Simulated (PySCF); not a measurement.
# Running PySCF on RuH3 (quartet)

Aim: a converged result for RuH3 (quartet) from a short script.

Computed with PySCF 2.14.0. Level: method and basis as typed in the script.

4 further runs of the same task are left out: 1 for a known fault of the program, 3 that didn't finish.

### Step 1. The system as given

RuH3 (quartet): 4 atoms, charge 0, spin multiplicity 4.

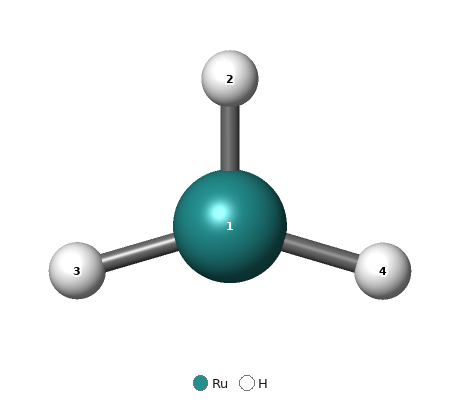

The starting geometry (ruthenium teal, hydrogen white); atoms are numbered from 1 in the order of the file.

### Step 2. The script

Contents of input.py:

```python
from pyscf import gto, dft, scf

mol = gto.M(
    atom='Ru -0.0055 0 0; H 1.5509 0 -0.0011; H -0.4787 1.6081 0.0003; H -0.4787 -1.6081 0.0003',
    basis='def2-svp',
    ecp={'Ru': 'def2-svp'},
    charge=0,
    spin=3,
    verbose=3,
)
mf = dft.UKS(mol, xc='pbesol')
mf = scf.addons.smearing_(mf, sigma=0.01, method='fermi')
mf = mf.newton()
mf.kernel()
mf.mulliken_pop()
mf.dip_moment()
print('orbital energies (hartree):', [e[max(0, n-3):n+3].round(4) for e, n in zip(mf.mo_energy, mol.nelec)])
```

On the command line:

```console
OMP_NUM_THREADS=1 python input.py
```

What it wrote:

```text
ValueError: operands could not be broadcast together with shapes (2070,) (896,)
```

Wall time 3.5 s (1 thread of Arm Neoverse N1, shared host).

### Step 3. What went wrong

The run stopped before any cycle. The program raised ValueError before the first cycle, after the edit to the smearing width (0.01 hartree).

### Step 4. Second try

Changes to input.py since step 2:

```diff
@@ -1,2 +1,2 @@
-from pyscf import gto, dft, scf
+from pyscf import gto, dft
 
@@ -11,3 +11,2 @@
 mf = dft.UKS(mol, xc='pbesol')
-mf = scf.addons.smearing_(mf, sigma=0.01, method='fermi')
 mf = mf.newton()
```

On the command line:

```console
OMP_NUM_THREADS=1 python input.py
```

Its last lines:

```text
[... earlier lines left out ...]
In total            11.00000 | 8.00000
 ** Mulliken atomic charges   ( Nelec_alpha | Nelec_beta ) **
charge of  0Ru =      0.10744  (     9.29809      6.59447 )
charge of  1H =      0.02151  (     0.46283      0.51566 )
charge of  2H =     -0.06447  (     0.61954      0.44494 )
charge of  3H =     -0.06447  (     0.61954      0.44494 )
Dipole moment(X, Y, Z, Debye): -0.35899, -0.00000,  0.00034
orbital energies (hartree): [array([-0.2465, -0.2313, -0.193 , -0.1329, -0.0503,  0.0489]), array([-0.313 , -0.2577, -0.1918, -0.1917, -0.1672, -0.149 ])]
```

Run time: 13 s. Hardware: 1 thread of Arm Neoverse N1, shared host; peak memory 0.27 GiB.

### Step 5. Outcome

| quantity | value |
| --- | --- |
| first try | stops with ValueError (operands could not be broadcast together with shapes (2070,) (896,)) |
| edit | smearing width: 0.01 hartree → none |
| second try | E(SCF) = -96.400449 Eh, ⟨S²⟩ = 3.756, μ = 0.36 D |

What this shows: The second script converges. No search for the lowest state was made; open d or f shells can end in a higher solution. The quartet is typed in the script; nothing here shows that it is the ground state.
